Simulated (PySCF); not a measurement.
# singlet [BSiNH5]+ at 4 levels

We compute a comparison of 4 runs (HF/STO-3G, HF/3-21G, B3LYP/6-31G*, SCS-MP2/6-311+G**) of singlet [BSiNH5]+. 

The results are computed with PySCF 2.14.0.

**1. Starting point**

[BSiNH5]+ has 8 atoms, charge +1, and is taken as a singlet. As SMILES of the parent species, `B[N][SiH3]`. The shape is that of a PBE0-D4/def2-TZVP optimisation. That shape belongs to the parent species and isn't relaxed for this state.

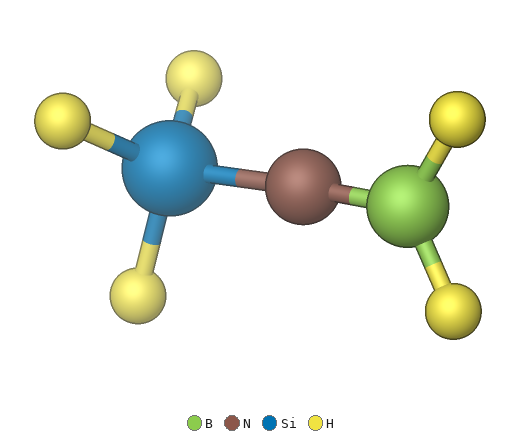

Viewed from a chosen angle; boron green, nitrogen brown, silicon blue, hydrogen yellow.

**2. A single-point energy at HF/STO-3G (run 1)**

Input file run.py:

```python
from pyscf import gto

mol = gto.Mole()
mol.atom = [
    ('B', (-0.508300, 0.661100, -1.507600)),
    ('N', (-0.090200, 0.177700, -0.331000)),
    ('Si', (0.418900, -0.502300, 1.153500)),
    ('H', (-1.065200, -0.063100, -2.297500)),
    ('H', (-0.333100, 1.821900, -1.789300)),
    ('H', (-0.256000, 0.168000, 2.293100)),
    ('H', (1.890600, -0.381400, 1.304000)),
    ('H', (0.035400, -1.939100, 1.119200)),
]
mol.charge = 1
mol.max_memory = 1860
mol.basis = 'sto-3g'
mol.verbose = 3
mol.build()

mf = mol.RHF()
mf.conv_tol = 1e-10
mf.kernel()
if not mf.converged:
    mf = mf.newton().run(mf.mo_coeff, mf.mo_occ)

e_final = mf.e_tot
print('E(%s) = %.9f' % ('HF', e_final))
```

Command:

```
$ OMP_NUM_THREADS=1 python run.py
```

The program printed:

```text
converged SCF energy = -366.339848445684
E(HF) = -366.339848446
```

Wall time 2 s (1 thread of Intel Xeon at 2.50GHz (Skylake/Cascade Lake), shared host); peak memory 0.12 GiB.

**3. The energy at HF/3-21G (run 2)**

Input file run.py:

```python
from pyscf import gto

mol = gto.Mole()
mol.atom = '''
B     -0.960548     1.249298    -2.848951
N     -0.170453     0.335804    -0.625499
Si     0.791606    -0.949209     2.179799
H     -2.012936    -0.119242    -4.341646
H     -0.629468     3.442892    -3.381287
H     -0.483770     0.317474     4.333331
H      3.572716    -0.720742     2.464203
H      0.066896    -3.664368     2.114981
'''
mol.charge = 1
mol.max_memory = 1860
mol.basis = '3-21g'
mol.verbose = 3
mol.unit = 'bohr'
mol.build()

myscf = mol.RHF()
myscf.conv_tol = 1e-10
myscf.kernel()
if not myscf.converged:
    myscf = myscf.newton().run(myscf.mo_coeff, myscf.mo_occ)

e_final = myscf.e_tot
print('E = %.10f Eh' % e_final)
```

Command:

```
$ OMP_NUM_THREADS=1 python run.py
```

The program printed:

```text
converged SCF energy = -368.609498914168
E = -368.6094989142 Eh
```

Wall time 2.1 s (1 thread of Intel Xeon at 2.50GHz (Skylake/Cascade Lake), shared host); peak memory 0.12 GiB.

Run 3 isn't shown in full; the table further down has it.

**4. The energy at SCS-MP2/6-311+G(d,p) (run 4)**

Input file job.py:

```python
from pyscf import gto, mp

molecule = gto.M(
    atom='''
B   -0.508300   0.661100  -1.507600
N   -0.090200   0.177700  -0.331000
Si   0.418900  -0.502300   1.153500
H   -1.065200  -0.063100  -2.297500
H   -0.333100   1.821900  -1.789300
H   -0.256000   0.168000   2.293100
H    1.890600  -0.381400   1.304000
H    0.035400  -1.939100   1.119200
''',
    basis='6-311+g**',
    verbose=4,
    charge=1,
    max_memory=1860,
)

mf = molecule.RHF()
mf.conv_tol = 1e-10
mf.kernel()
if not mf.converged:
    mf = mf.newton().run(mf.mo_coeff, mf.mo_occ)

pt = mp.MP2(mf, frozen=7).run()
etot = mf.e_tot + 1.2 * pt.e_corr_os + pt.e_corr_ss / 3
print('E = %.10f Eh' % etot)
```

Command:

```
$ OMP_NUM_THREADS=1 python job.py
```

The program printed:

```text
PySCF version 2.14.0

[... 66 lines left out ...]
converged SCF energy = -370.62657263905
[... 1 line left out ...]
******** <class 'pyscf.mp.mp2.RMP2'> ********
nocc = 8, nmo = 97
frozen orbitals 7
E(RMP2) = -370.965496341429  E_corr = -0.338923702379829
E(SCS-RMP2) = -370.976844790513  E_corr = -0.350272151463774
E_corr(same-spin) = -0.0651187977600243
E_corr(oppo-spin) = -0.273804904619805
E = -370.9768447905 Eh
```

It took 6.9 s on 1 thread of Intel Xeon at 2.50GHz (Skylake/Cascade Lake), shared host; peak memory 0.26 GiB.

**5. Overview of the runs**

```tsv
run	level	integration grid	frozen core orbitals	energy (Eh)	HOMO energy (eV)	LUMO energy (eV)	HOMO–LUMO gap (eV)	wall time
1	HF/STO-3G	–	–	-366.339848	-17.13	-5.65	11.48	2 s
2	HF/3-21G	–	–	-368.609499	-18.11	-8.07	10.04	2.1 s
3	B3LYP/6-31G* (spherical functions)	5	–	-371.724166	-14.56	-12.05	2.51	22 s
4	SCS-MP2/6-311+G**	–	7	-370.976845	-18.13	-8.12	10.02	6.9 s
```

**6. Summary of results**

| quantity | value |
| --- | --- |
| run 4: total energy | -370.97684 Eh |
| run 4: HOMO energy (Hartree–Fock orbitals) | -18.13 eV |
| run 4: LUMO energy (Hartree–Fock orbitals) | -8.12 eV |
| run 4: HOMO–LUMO gap (Hartree–Fock orbitals) | 10.02 eV |
| run 4: correlation energy (7 core orbitals frozen) | -350.3 mEh |

**Reading.** Over runs 1, 2, 3 the HOMO–LUMO gap runs from 2.51 eV (B3LYP/6-31G*) to 11.48 eV (HF/STO-3G). The two ends differ in method and basis. In run 1 the basis is minimal, so the values are rough. All runs together took 33 s, the longest 22 s.
